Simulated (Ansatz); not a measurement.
# H4OSi: the cost of one run

Method: cc-pVTZ, core rule «outside noble gas», up to 6 orbitals frozen; program: Ansatz 0.2.0, Gaussian basis.

Plan: UHF; CCSD(T) on RHF; CCSD(T) on UHF; BCCD(T) on RHF; CCSDT(Q) on RHF.

### 1 The system

The geometry derives from fragments relaxed apart (PBE0/def2-TZVP) and kept rigid, so it is no stationary point. A hydrogen atom is moved between rigid fragments.

6 atoms, charge 0, spin multiplicity 1.

Atoms are counted from 1 here; the program's logs count them from 0.

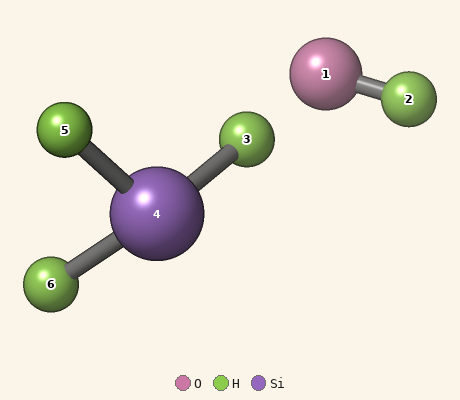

The structure; oxygen pink, hydrogen green, silicon purple; atoms are numbered from 1 in the order of the file.

### 2 UHF

in.yaml reads:

```yaml
crystal:
  periodic: [false, false, false]
  atoms:
    - {symbol: O, position_ang: [-1.964086, 0.017219, 0.000000]}
    - {symbol: H, position_ang: [-2.213396, 0.943795, 0.000000]}
    - {symbol: H, position_ang: [-0.533086, 0.017219, 0.000000]}
    - {symbol: Si, position_ang: [1.094914, 0.017219, 0.000000]}
    - {symbol: H, position_ang: [1.707094, -0.857065, 1.090012]}
    - {symbol: H, position_ang: [1.707094, -0.857065, -1.090012]}
basis:
  gaussian: {orbitals: cc-pVTZ}
magnetization: {spin_polarized: true, initial_magnetization: 0}
hamiltonian: {xc: hf}
output: {orbitals: {seedname: orbitals}}
```

Started as:

```console
> ansatz run in.yaml --threads 1 --pin off --events-out ev --progress --plain --max-ram 4096MiB --backend cpu
```

Q: Estimate wall time and peak memory on 1 thread of AMD EPYC 7R13, shared host.

About 7.5 s, with a peak of 0.26 GiB.
